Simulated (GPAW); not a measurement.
## Near-edge structure at the O K edge of HfO2 (P2_1/c)

How does the O K edge of HfO2 (P2_1/c) move when the bonds are compressed or stretched?

Program: GPAW 26.7.0. Level of theory: X-ray absorption from dipole matrix elements to empty bands, plane-wave PAW revPBE, without spin-orbit coupling. Results are calculated unless marked as measured.

### Step 1. The structure

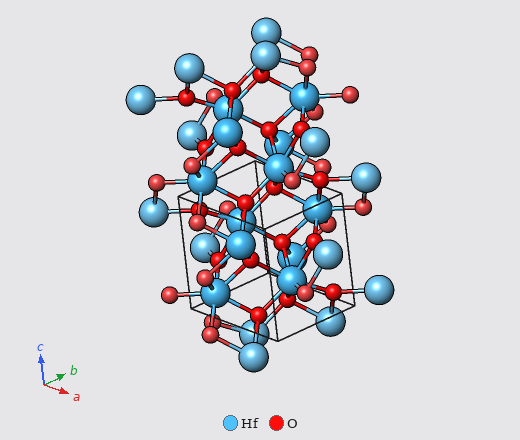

The cell as given, from a free direction (hafnium blue, oxygen red). 1×1×2 cells are drawn. Some periodic images of atoms are drawn too.

Structure file:

```xyz
12
Lattice="5.1180 0.0000 0.0000 0.0000 5.1857 0.0000 -0.8587 0.0000 5.2139" Properties=species:S:1:pos:R:3 pbc="T T T"
Hf    0.8021    2.3870    3.6914
Hf    3.0279    4.9798    4.1294
Hf    3.4573    2.7987    1.5224
Hf    1.2314    0.2059    1.0845
O    -0.3473    0.8733    4.4146
O     4.1773    3.4661    3.4062
O     4.6066    4.3124    0.7993
O     0.0821    1.7196    1.8076
O     1.4549    3.8473    5.1101
O     2.3751    1.2544    2.7107
O     2.8045    1.3384    0.1038
O     1.8842    3.9313    2.5032
```

### Step 2. The field without a hole

The ground state comes first: it tells whether the system has a gap, which decides how the excited electron is treated.

The input, scf.py:

```python
import numpy as np
from ase import Atoms
from ase.parallel import parprint, paropen
from gpaw import GPAW, PW, FermiDirac, Mixer, MixerDif, setup_paths
from gpaw.test import gen
setup_paths.insert(0, '.')
gen('O', name='nch1s', xcname='revPBE', corehole=(1, 0, 0), write_xml=True)
from gpaw.mpi import world
world.barrier()

atoms = Atoms('Hf4O8',
    cell=[[5.118, 0, 0],
     [0, 5.1857, 0],
     [-0.85866306, 0, 5.21386714]],
    scaled_positions=[[0.2755, 0.4603, 0.708],
     [0.7245, 0.9603, 0.792],
     [0.7245, 0.5397, 0.292],
     [0.2755, 0.0397, 0.208],
     [0.0742, 0.1684, 0.8467],
     [0.9258, 0.6684, 0.6533],
     [0.9258, 0.8316, 0.1533],
     [0.0742, 0.3316, 0.3467],
     [0.4487, 0.7419, 0.9801],
     [0.5513, 0.2419, 0.5199],
     [0.5513, 0.2581, 0.0199],
     [0.4487, 0.7581, 0.4801]],
    pbc=True)
atoms.calc = calc = GPAW(legacy_gpaw=True, mode=PW(500, force_complex_dtype=True), xc='revPBE', setups={4: 'nch1s'},
    kpts={'size': (5, 5, 5), 'gamma': True}, occupations=FermiDirac(0.05),
    charge=0, mixer=Mixer(0.1, 5, 50), maxiter=150,
    convergence={'density': 0.0001, 'eigenstates': 1e-6}, txt='scf.txt')
energy = atoms.get_potential_energy() + calc.get_reference_energy()
ef = calc.get_fermi_level()
out = dict(energy=energy, fermi=ef, forces=atoms.get_forces().tolist())
parprint(f'all-electron energy {energy:.4f} eV, Fermi level {ef:.4f} eV')
ev = np.array([[calc.get_eigenvalues(k, s) for k in range(len(calc.get_ibz_k_points()))] for s in range(calc.get_number_of_spins())])
out['homo'], out['lumo'], out['counts'] = ev[ev < ef].max(), ev[ev > ef].min(), sorted(set((ev < ef).sum((0, 2)).tolist()))
out['filled'] = (ev[:, 0] < ef).sum(1).tolist()
import json
with paropen('out.json', 'w') as f:
    json.dump(out, f)
```

On the command line:

```console
OMP_NUM_THREADS=1 mpirun -n 4 gpaw python scf.py
```

Numbers of over 12 decimals in the logs are rounded to 6 here.

Output:

```text
Input parameters:
  convergence: {density: 0.0001,
                eigenstates: 1e-06}
  kpts: {gamma: True,
         size: (5, 5, 5)}
  maxiter: 150
  mixer: {backend: pulay,
          beta: 0.1,
          method: separate,
          nmaxold: 5,
          weight: 50}
  mode: {ecut: 500.0,
         force_complex_dtype: True,
         name: pw}
  occupations: {fixmagmom: False,
                name: fermi-dirac,
                width: 0.05}
  setups: {4: nch1s}
  xc: revPBE

Initialize ...

[... PAW data sets ...]

Reference energy: -1655920.740390  # eV

Spin-paired calculation

[... convergence settings ...]
Symmetries present (total): 1
  [... symmetry matrices ...]

125 k-points: 5 x 5 x 5 Monkhorst-Pack grid
63 k-points in the irreducible part of the Brillouin zone
       k-points in crystal coordinates                weights
   0:     0.00000000    0.00000000    0.00000000          1/125
   1:     0.00000000    0.00000000    0.20000000          2/125
   2:     0.00000000    0.00000000    0.40000000          2/125
   3:     0.00000000    0.20000000   -0.40000000          2/125
   4:     0.00000000    0.20000000   -0.20000000          2/125
   5:     0.00000000    0.20000000    0.00000000          2/125
   6:     0.00000000    0.20000000    0.20000000          2/125
   7:     0.00000000    0.20000000    0.40000000          2/125
   8:     0.00000000    0.40000000   -0.40000000          2/125
   9:     0.00000000    0.40000000   -0.20000000          2/125
          ...
  62:     0.40000000    0.40000000    0.40000000          2/125

Wave functions: Plane wave expansion
  Cutoff energy: 500.000 eV
  Number of coefficients (min, max): 3495, 3541
  Pulay-stress correction: 0.000000 eV/Ang^3 (de/decut=0.000000)
  Using FFTW library
  Wavefunction extrapolation:
    Improved wavefunction reuse through dual PAW basis

Occupation numbers: Fermi-Dirac:
  width: 0.0500  # eV

Eigensolver
   Davidson(niter=2)

Densities:
  Coarse grid: 27*27*28 grid
  Fine grid: 54*54*56 grid
  Total Charge: 0.000000

Density mixing:
  Method: separate
  Backend: pulay
  Linear mixing parameter: 0.1
  old densities: 5
  Width of damping distribution: 1.1
  Damping of long wavelength oscillations: 50

[... Hamiltonian set-up ...]
Number of atoms: 12
Number of atomic orbitals: 84
Number of bands in calculation: 62
Number of valence electrons: 96
Bands to converge: occupied

... initialized

Initializing position-dependent things.

Density initialized from atomic densities
Creating initial wave functions:
  62 bands from LCAO basis set

              O
                  Hf

       O   Hf  O    O

         O    O   Hf  O

           Hf
               O

Atomic positions and initial magnetic moments

Positions:
   0 Hf     0.802076    2.386978    3.691418    ( 0.0000,  0.0000,  0.0000)
   1 Hf     3.027930    4.979828    4.129383    ( 0.0000,  0.0000,  0.0000)
   2 Hf     3.457261    2.798722    1.522449    ( 0.0000,  0.0000,  0.0000)
   3 Hf     1.231407    0.205872    1.084484    ( 0.0000,  0.0000,  0.0000)
   4 O     -0.347274    0.873272    4.414581    ( 0.0000,  0.0000,  0.0000)
   5 O      4.177280    3.466122    3.406219    ( 0.0000,  0.0000,  0.0000)
   6 O      4.606611    4.312428    0.799286    ( 0.0000,  0.0000,  0.0000)
   7 O      0.082057    1.719578    1.807648    ( 0.0000,  0.0000,  0.0000)
   8 O      1.454871    3.847271    5.110111    ( 0.0000,  0.0000,  0.0000)
   9 O      2.375134    1.254421    2.710690    ( 0.0000,  0.0000,  0.0000)
  10 O      2.804466    1.338429    0.103756    ( 0.0000,  0.0000,  0.0000)
  11 O      1.884202    3.931279    2.503178    ( 0.0000,  0.0000,  0.0000)

Unit cell:
           periodic     x           y           z      points  spacing
  1. axis:    yes    5.118000    0.000000    0.000000    27     0.1870
  2. axis:    yes    0.000000    5.185700    0.000000    27     0.1921
  3. axis:    yes   -0.858663    0.000000    5.213867    28     0.1862

  Lengths:   5.118000   5.185700   5.284100
  Angles:   90.000000  99.352000  90.000000

Effective grid spacing dv^(1/3) = 0.1893

iter:   1  -119.630460
iter:   2  -112.191876   -0.64  -0.88
iter:   3  -104.974269   +0.20  -0.98
iter:   4  -105.474936   -1.18  -1.37
iter:   5  -105.459224   -1.40  -1.42
iter:   6  -105.525830   -0.96  -1.97
iter:   7  -105.560089   -1.80  -2.07
iter:   8  -105.418337   -2.33  -2.00
iter:   9  -105.424419   -3.50  -2.36
iter:  10  -105.421971c  -3.43  -2.35
iter:  11  -105.409369c  -3.18  -2.37
iter:  12  -105.406134c  -3.08  -2.48
iter:  13  -105.399566c  -3.04  -2.63
iter:  14  -105.400233c  -3.80  -2.70
iter:  15  -105.400097c  -4.52  -2.78
iter:  16  -105.400036c  -4.67  -2.83
iter:  17  -105.400247c  -5.09  -3.13
iter:  18  -105.400228c  -5.29  -3.55
iter:  19  -105.400194c  -5.27  -3.75
iter:  20  -105.400180c  -5.84  -4.04c
iter:  21  -105.400181c  -6.34c -4.12c

Converged after 21 iterations.

Dipole moment: (-0.000000, -0.000000, 0.000000) |e|*Ang

Energy contributions relative to reference atoms: (reference = -1655920.740390)

Kinetic:       +109.489759
Potential:     -118.839291
External:        +0.000000
XC:             -95.859116
Entropy (-ST):   -0.000000
Local:           -0.191534
SIC:             +0.000000
--------------------------
Free energy:   -105.400181
Extrapolated:  -105.400181

Showing only first 2 kpts
 Kpt  Band  Eigenvalues  Occupancy
  0    46      6.95176    2.00000
  0    47      7.11290    2.00000
  0    48     11.73384    0.00000
  0    49     12.25580    0.00000

  1    46      6.82413    2.00000
  1    47      6.97913    2.00000
  1    48     11.79230    0.00000
  1    49     12.20941    0.00000

Fermi level: 8.60682

Gap: 4.225 eV
Transition (v -> c):
  (s=0, k=0, n=47, [0.00, 0.00, 0.00]) -> (s=0, k=50, n=48, [0.40, 0.00, 0.00])
Direct/indirect transitions are different
Direct gap: 4.287 eV
Transition at: (s=0, k=51, n=47, [0.40, 0.00, 0.20])

Forces in eV/Ang:
  0 Hf    0.35577    0.07594    0.07487
  1 Hf   -0.35507    0.07478   -0.07354
  2 Hf   -0.35577   -0.07594   -0.07487
  3 Hf    0.35507   -0.07478    0.07354
  4 O    -0.42980   -0.20424   -0.16421
  5 O     0.43030   -0.22213    0.16339
  6 O     0.42980    0.20424    0.16421
  7 O    -0.43030    0.22213   -0.16339
  8 O    -0.20776    0.03028   -0.02939
  9 O     0.20525    0.04053    0.02813
 10 O     0.20776   -0.03028    0.02939
 11 O    -0.20525   -0.04053   -0.02813
Scalar-relativistic atomic revPBE calculation for O (Oxygen, Z=8)
Core hole in 1s state (1s occupation: 2.0)
300 radial gridpoints.
|------------------------------------------------|
|------------------------------------------------|
[... the atom generator's iteration count ...]

Energy contributions:
-------------------------
Kinetic:      +74.948550
XC:            -8.337853
Potential:   -141.669605
-------------------------
Total:        -75.058908

state      eigenvalue         ekin         rmax
-----------------------------------------------
1s^2.0 :   -18.924438    29.190860        0.129
2s^2.0 :    -0.881898     3.219331        0.871
2p^4.0 :    -0.329595     2.532042        0.821
-----------------------------------------------
(units: Bohr and Hartree)

Generating PAW setup
Kinetic energy of the core from tauc = 58.428538
Cutoffs:
rc(s)=1.300
rc(p)=1.130
rc(d)=1.170
rc(vbar)=1.300
rc(comp)=1.260
rc(nct)=1.300

Kinetic energy of the core states: 58.381721
Charge: 0.0
Core electrons: 2.0
Valence electrons: 6.0
Pseudo-core charge: 0.000732
Shape function alpha=6.299
Pseudo-electron charge 5.684612
state    eigenvalue         norm
--------------------------------
2s(2) :    -0.881898     1.082464
*s    :     0.118102
2p(4) :    -0.329595     0.879738
*p    :     0.670405
*d    :     0.000000
--------------------------------

Diagonalizing with gridspacing h=0.050

state   all-electron     PAW
-------------------------------
2s:      -0.881898    -0.883008
2p:      -0.329595    -0.333354
*d:                    0.048653
*f:                    0.076486
-------------------------------
all-electron energy -1656026.1406 eV, Fermi level 8.6068 eV
```

Elapsed: 88 s, on 4 MPI ranks of Intel Xeon Platinum 8375C at 2.90GHz (Ice Lake), shared host; peak memory 0.33 GiB.

The mesh shows a gap of 4.23 eV, so the hole is first treated in a charged cell, without the excited electron.

### Step 3. Cell without a hole, the energy reference

The photon energy needs a difference of total energies, so the cell and mesh of the coming hole run are first run without a hole.

Edit scf.py of step 2 so:

```diff
@@ -28,3 +28,3 @@
 atoms.calc = calc = GPAW(legacy_gpaw=True, mode=PW(500, force_complex_dtype=True), xc='revPBE', setups={4: 'nch1s'},
-    kpts={'size': (5, 5, 5), 'gamma': True}, occupations=FermiDirac(0.05),
+    kpts={'size': (4, 4, 4), 'gamma': True}, occupations=FermiDirac(0.02),
     charge=0, mixer=Mixer(0.1, 5, 50), maxiter=150,
```

Output:

```text
Input parameters:
  convergence: {density: 0.0001,
                eigenstates: 1e-06}
  kpts: {gamma: True,
         size: (4, 4, 4)}
  maxiter: 150
  mixer: {backend: pulay,
          beta: 0.1,
          method: separate,
          nmaxold: 5,
          weight: 50}
  mode: {ecut: 500.0,
         force_complex_dtype: True,
         name: pw}
  occupations: {fixmagmom: False,
                name: fermi-dirac,
[...]
2s(2) :    -0.881898     1.082464
*s    :     0.118102
2p(4) :    -0.329595     0.879738
*p    :     0.670405
*d    :     0.000000
--------------------------------

Diagonalizing with gridspacing h=0.050

state   all-electron     PAW
-------------------------------
2s:      -0.881898    -0.883008
2p:      -0.329595    -0.333354
*d:                    0.048653
*f:                    0.076486
-------------------------------
all-electron energy -1656026.1278 eV, Fermi level 7.7832 eV
[key lines of the parts left out:]
Converged after 21 iterations.
Dipole moment: (-0.000000, -0.000000, 0.000000) |e|*Ang
Free energy:   -105.387452
Fermi level: 7.78319
```

The job ended after 54 s (4 MPI ranks; peak memory 0.29 GiB).

Reference energy: -1656026.128 eV with the cores included.

(Continued in part 2 of 4.)

[Banner, clock and machine lines of the logs are left out without a mark of their own.]

[Logs are printed without paths, hosts, clocks, repeated set-up lines and the standing remarks that a program may print on its own settings, such as how far it seeks lower states.]

[Hosts, paths, dates, database ids (printed as entryN), source tags and the programs' standing remarks are cut or masked in the printed files.]

[Lists of maxima count a maximum above −3 eV only where it reaches 4 % of the highest in the window and stands out from its surroundings by 2 % of it (1.5 % where it reaches 55 %); shoulders and weaker maxima are passed over, and of the rest the first, up to two pre-edge ones and the few strongest are named.]
